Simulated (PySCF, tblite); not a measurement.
# C6H10O: a rotation path, then NMR shifts on frames

Aim: move C6H10O (`CO[C@H]1C=C(C)C1`) away from its starting geometry and see how NMR shifts follow the geometry.

Computed with tblite 0.8.0 and PySCF 2.14.0, with density-fitted response routines of our own, on a single molecule in the gas phase. Atoms count from 0, in the outputs and in this text.

### Step 1. The molecule as given

17 atoms, charge 0, multiplicity 1; geometry from: GFN2-xTB.

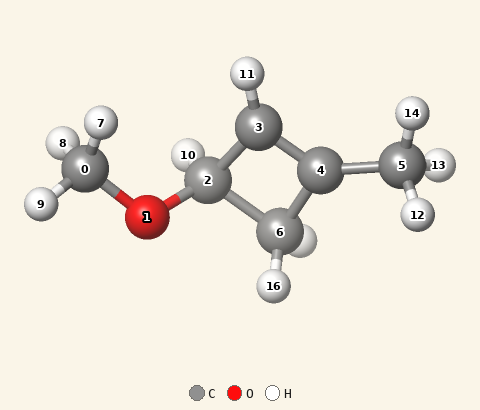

The starting geometry (carbon grey, oxygen red, hydrogen white), atoms numbered.

### Step 2. The rotation path with GFN2-xTB

Job settings and geometry (Å):

```
{"job": {"kind": "neb", "xc": "GFN2-xTB", "basis": "xTB", "atoms": [3, 2, 1, 0], "turn": 120}, "charge": 0, "multiplicity": 1}
C     -2.787877     0.189309    -0.306702
O     -1.712903     0.737696     0.411997
C     -0.702779    -0.195172     0.700166
C      0.224798    -0.620890    -0.420176
C      1.304088    -0.091598     0.154106
C      2.749235    -0.024308    -0.162787
C      0.550654     0.452843     1.343966
H     -2.473413    -0.165510    -1.294313
H     -3.243800    -0.646956     0.239230
H     -3.518627     0.986815    -0.425560
H     -1.120188    -1.037799     1.275054
H      0.050145    -1.162709    -1.331405
H      3.069318     1.015371    -0.227681
H      3.330197    -0.499431     0.627777
H      2.958512    -0.521540    -1.106772
H      0.834354     0.058893     2.318513
H      0.481287     1.537016     1.387959
```

With the program's defaults for keys left out, this is: GFN2-xTB climbing-image nudged elastic band, gas phase.

On the command line:

```console
$ OMP_NUM_THREADS=1 python probes_run.py task.json out
```

This one command runs all jobs of the session in turn.

What it wrote:

```text
image   E - E0 / eV
  0       0.0000
  1       0.0104
  2       0.0345
  3       0.0602
  4       0.0710
  5       0.0587
  6       0.0324
  7       0.0092
  8      -0.0026
```

It took 2.2 s on 1 thread of INTEL XEON PLATINUM 8581C at 2.10GHz, shared host; peak memory 0.18 GiB.

The final band, with the dihedral C3–C2–O1–C0:

| image | dihedral (°) | energy (eV) | energy (kcal/mol) |
| --- | --- | --- | --- |
| 0 | 75 | 0.000 | 0.0 |
| 1 | 88 | 0.010 | 0.2 |
| 2 | 102 | 0.035 | 0.8 |
| 3 | 117 | 0.060 | 1.4 |
| 4 | 132 | 0.071 | 1.6 |
| 5 | 148 | 0.059 | 1.4 |
| 6 | 162 | 0.032 | 0.7 |
| 7 | 175 | 0.009 | 0.2 |
| 8 | 183 | -0.003 | -0.1 |

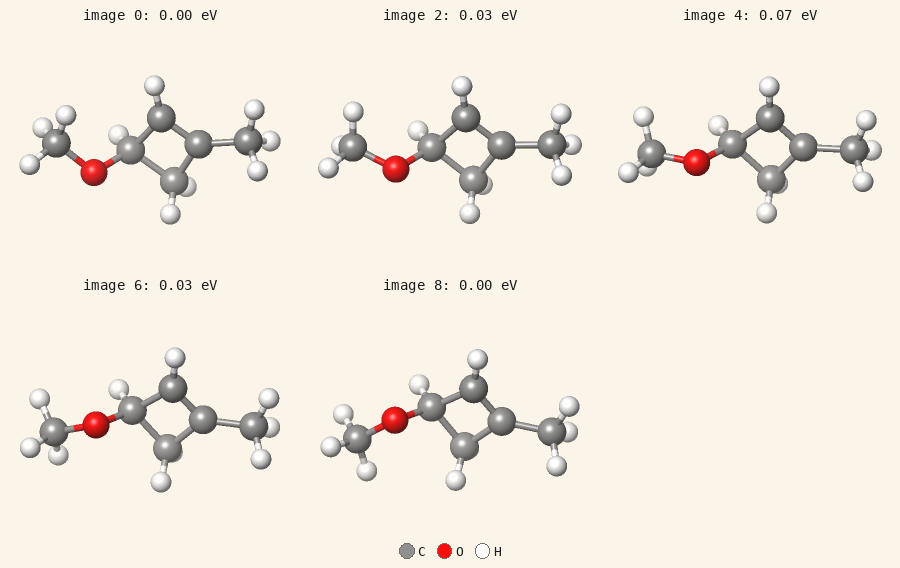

Images along the band.

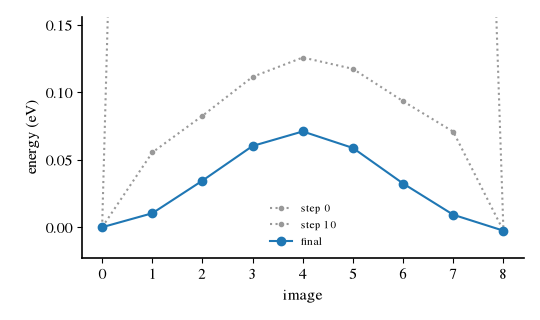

Energy along the band, early and final.

### Step 3. Shielding tensors: image 0, PBE0/pcSseg-1

Job settings and geometry (Å):

```
{"job": {"kind": "nmr", "xc": "PBE0", "basis": "pcSseg-1", "pop": false}, "charge": 0, "multiplicity": 1}
C     -2.787900     0.189300    -0.306700
O     -1.712900     0.737700     0.412000
C     -0.702800    -0.195200     0.700200
C      0.224800    -0.620900    -0.420200
C      1.304100    -0.091600     0.154100
C      2.749200    -0.024300    -0.162800
C      0.550700     0.452800     1.344000
H     -2.473400    -0.165500    -1.294300
H     -3.243800    -0.647000     0.239200
H     -3.518600     0.986800    -0.425600
H     -1.120200    -1.037800     1.275100
H      0.050100    -1.162700    -1.331400
H      3.069300     1.015400    -0.227700
H      3.330200    -0.499400     0.627800
H      2.958500    -0.521500    -1.106800
H      0.834400     0.058900     2.318500
H      0.481300     1.537000     1.388000
```

Method: GIAO PBE0/pcSseg-1 NMR shielding, non-relativistic, gas phase.

What it wrote:

```text
coarse grid: 13808 points
cycle   1  E = -309.2829718317  dE =  9.735e-01  |g| = 5.885e-01  |ddm| = 3.656e+00
cycle   2  E = -309.2356898516  dE =  4.728e-02  |g| = 7.927e-01  |ddm| = 1.255e+00
cycle   3  E = -309.3546878265  dE = -1.190e-01  |g| = 9.805e-02  |ddm| = 7.731e-01
cycle   4  E = -309.3563650827  dE = -1.677e-03  |g| = 3.197e-02  |ddm| = 9.792e-02
cycle   5  E = -309.3566008450  dE = -2.358e-04  |g| = 5.365e-03  |ddm| = 3.519e-02
cycle   6  E = -309.3566065037  dE = -5.659e-06  |g| = 2.115e-03  |ddm| = 6.497e-03
final grid: 132176 points
cycle   7  E = -309.4103691484  dE = -2.769e-05  |g| = 1.208e-02  |ddm| = 3.386e-02
cycle   8  E = -309.4103380704  dE =  3.108e-05  |g| = 1.757e-02  |ddm| = 2.252e-02
cycle   9  E = -309.4103992789  dE = -6.121e-05  |g| = 1.698e-03  |ddm| = 1.355e-02
cycle  10  E = -309.4103999471  dE = -6.682e-07  |g| = 2.197e-04  |ddm| = 1.689e-03
cycle  11  E = -309.4103999524  dE = -5.313e-09  |g| = 1.653e-04  |ddm| = 3.669e-04
cycle  12  E = -309.4103999588  dE = -6.429e-09  |g| = 2.151e-05  |ddm| = 1.550e-04
cycle  13  E = -309.4103999589  dE = -8.527e-11  |g| = 8.240e-06  |ddm| = 2.475e-05
converged SCF energy = -309.4103999589

GIAO shielding tensors (ppm)
atom      isotropic    diamagn.    paramagn.     s11        s22        s33       span
  0 C      128.623     244.397    -115.774     97.074    106.061    182.734     85.660
  1 O      286.921     396.506    -109.585    248.587    278.740    333.435     84.849
  2 C      109.713     248.822    -139.109     83.963     89.594    155.581     71.619
  3 C       49.547     253.521    -203.974    -49.333     50.056    147.917    197.249
  4 C       28.164     263.793    -235.629    -93.797     26.548    151.742    245.540
  5 C      167.009     245.873     -78.864    151.458    162.226    187.342     35.884
  6 C      144.173     250.810    -106.637    131.599    141.530    159.389     27.791
  7 H       28.275      30.401      -2.126     24.320     26.589     33.917      9.597
  8 H       28.585      28.661      -0.076     24.945     26.360     34.450      9.505
  9 H       27.933      28.157      -0.224     24.012     25.587     34.199     10.188
 10 H       27.637      31.837      -4.199     24.125     27.341     31.446      7.321
 11 H       25.237      34.761      -9.524     23.555     25.329     26.827      3.272
 12 H       29.817      28.133       1.684     25.861     28.180     35.412      9.551
 13 H       29.956      27.493       2.464     26.054     28.023     35.792      9.738
 14 H       29.659      28.766       0.893     25.936     28.216     34.824      8.888
 15 H       29.061      30.860      -1.798     26.108     27.650     33.426      7.317
 16 H       29.329      31.192      -1.863     26.297     28.716     32.974      6.677
```

It took 18 s on 1 thread of INTEL XEON PLATINUM 8581C at 2.10GHz, shared host; peak memory 0.76 GiB.

The references, computed at this level on geometries of the same kind, shield at (ppm): 1H TMS 31.72, 13C TMS 186.9, 17O H2O 336.1. Their shielding less the atom's gives the shift. The references are single molecules in the gas phase, so shifts against H2O, NH3, PH3, H3PO4 or CFCl3 are not on the usual liquid scales and can be off by tens of ppm. Each atom is listed at this fixed geometry, with no averaging over motion; a spectrum would average atoms that exchange fast.

| atoms | environment | σ (ppm) | δ (ppm) |
| --- | --- | --- | --- |
| C4 | fully substituted alkene carbon | 28.2 | 158.8 |
| C3 | alkene CH | 49.5 | 137.4 |
| C2 | allylic sp3 CH bonded to O | 109.7 | 77.2 |
| C0 | methyl carbon bonded to O | 128.6 | 58.3 |
| C6 | allylic sp3 CH2 | 144.2 | 42.8 |
| C5 | allylic methyl carbon | 167.0 | 19.9 |
| H11 | hydrogen on an alkene CH | 25.24 | 6.48 |
| H10 | hydrogen on an allylic sp3 CH bonded to O | 27.64 | 4.08 |
| H9 | hydrogen on a methyl carbon bonded to O | 27.93 | 3.78 |
| H7 | hydrogen on a methyl carbon bonded to O | 28.28 | 3.44 |
| H8 | hydrogen on a methyl carbon bonded to O | 28.59 | 3.13 |
| H15 | hydrogen on an allylic sp3 CH2 | 29.06 | 2.66 |
| H16 | hydrogen on an allylic sp3 CH2 | 29.33 | 2.39 |
| H14 | hydrogen on an allylic methyl carbon | 29.66 | 2.06 |
| H12 | hydrogen on an allylic methyl carbon | 29.82 | 1.90 |
| H13 | hydrogen on an allylic methyl carbon | 29.96 | 1.76 |
| O1 | ether oxygen | 286.9 | 49.2 |

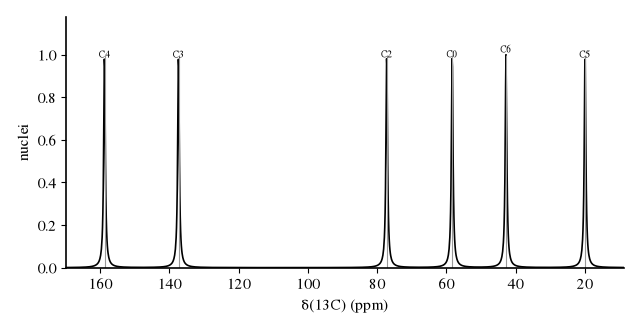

13C lines at the computed shifts, without couplings. Lines are broadened to a width of 0.56 ppm (Lorentzian).

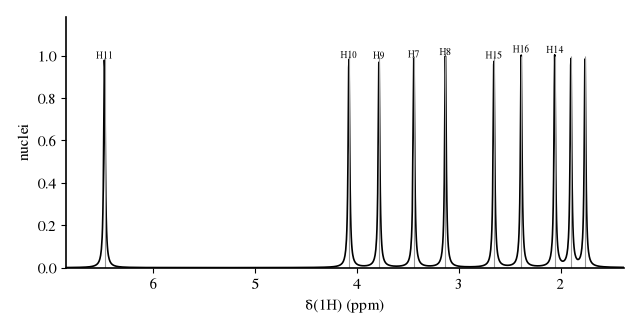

1H lines at the computed shifts, without couplings. Lines are broadened to a width of 0.02 ppm (Lorentzian).

Ring of atoms C2, C3, C4, C6: NICS(0) 0.2, NICS(1) -2.9, NICS(1)zz 0.6 ppm (means of both faces).

### Step 4. Nuclear shieldings: image 2, PBE0/pcSseg-1

Job settings and geometry (Å):

```
{"job": {"kind": "nmr", "xc": "PBE0", "basis": "pcSseg-1", "pop": false}, "charge": 0, "multiplicity": 1}
C     -2.915400     0.192200    -0.166900
O     -1.658400     0.743500     0.121600
C     -0.675100    -0.200100     0.472000
C      0.352700    -0.586300    -0.573200
C      1.373800    -0.087500     0.121000
C      2.840600    -0.018300    -0.059600
C      0.515800     0.418600     1.254600
H     -2.882200    -0.485400    -1.028000
H     -3.311800    -0.357800     0.697500
H     -3.572700     1.030900    -0.390000
H     -1.137600    -1.057300     0.981100
H      0.265700    -1.084100    -1.521300
H      3.164600     1.021900    -0.076900
H      3.342100    -0.509900     0.773500
H      3.133900    -0.498300    -0.989800
H      0.705700    -0.011600     2.237300
H      0.451300     1.501500     1.330600
```

Level: GIAO PBE0/pcSseg-1 NMR shielding, non-relativistic, gas phase.

What it wrote:

```text
coarse grid: 13808 points
cycle   1  E = -309.2801360435  dE =  9.734e-01  |g| = 5.920e-01  |ddm| = 3.656e+00
cycle   2  E = -309.2321215859  dE =  4.801e-02  |g| = 7.968e-01  |ddm| = 1.278e+00
cycle   3  E = -309.3526888319  dE = -1.206e-01  |g| = 9.811e-02  |ddm| = 7.893e-01
cycle   4  E = -309.3543693440  dE = -1.681e-03  |g| = 3.231e-02  |ddm| = 9.821e-02
cycle   5  E = -309.3546092078  dE = -2.399e-04  |g| = 6.023e-03  |ddm| = 3.559e-02
cycle   6  E = -309.3546153643  dE = -6.157e-06  |g| = 3.284e-03  |ddm| = 7.269e-03
cycle   7  E = -309.3546178028  dE = -2.439e-06  |g| = 7.017e-04  |ddm| = 3.177e-03
final grid: 132176 points
cycle   8  E = -309.4088675916  dE = -3.085e-05  |g| = 1.167e-02  |ddm| = 3.338e-02
cycle   9  E = -309.4088453873  dE =  2.220e-05  |g| = 1.622e-02  |ddm| = 2.037e-02
cycle  10  E = -309.4088953319  dE = -4.994e-05  |g| = 1.615e-03  |ddm| = 1.205e-02
cycle  11  E = -309.4088958927  dE = -5.607e-07  |g| = 9.545e-05  |ddm| = 1.515e-03
cycle  12  E = -309.4088958940  dE = -1.361e-09  |g| = 5.191e-05  |ddm| = 1.533e-04
cycle  13  E = -309.4088958946  dE = -5.360e-10  |g| = 1.882e-05  |ddm| = 6.965e-05
converged SCF energy = -309.4088958946

GIAO shielding tensors (ppm)
atom      isotropic    diamagn.    paramagn.     s11        s22        s33       span
  0 C      126.828     242.865    -116.037     92.416    105.442    182.625     90.209
  1 O      296.932     396.631     -99.699    266.672    275.122    349.002     82.331
  2 C      108.114     248.274    -140.161     82.638     84.900    156.803     74.165
  3 C       47.984     252.405    -204.421    -49.920     52.786    141.086    191.006
  4 C       29.358     264.417    -235.059    -92.751     28.471    152.355    245.106
  5 C      167.276     245.748     -78.472    151.884    162.704    187.240     35.355
  6 C      143.111     250.677    -107.566    130.318    138.853    160.161     29.842
  7 H       28.264      29.491      -1.227     24.215     26.161     34.416     10.201
  8 H       28.395      28.362       0.032     24.450     26.484     34.249      9.799
  9 H       27.936      27.906       0.030     24.098     25.504     34.204     10.107
 10 H       27.861      32.559      -4.698     24.627     27.767     31.189      6.562
 11 H       25.395      34.605      -9.210     23.886     25.460     26.838      2.952
 12 H       29.828      27.976       1.852     25.833     28.186     35.465      9.633
 13 H       30.009      27.524       2.485     26.086     28.146     35.794      9.708
 14 H       29.675      28.495       1.180     25.951     28.221     34.853      8.902
 15 H       28.997      31.204      -2.206     26.027     27.804     33.162      7.135
 16 H       29.349      31.433      -2.084     26.469     28.721     32.855      6.386
```

It took 20 s on 1 thread of INTEL XEON PLATINUM 8581C at 2.10GHz, shared host; peak memory 0.78 GiB.

In short: δ C4 157.6, C3 138.9, C2 78.8, C0 60.1, H11 6.32, H10 3.86 ppm.

[end of part 1 of 2]
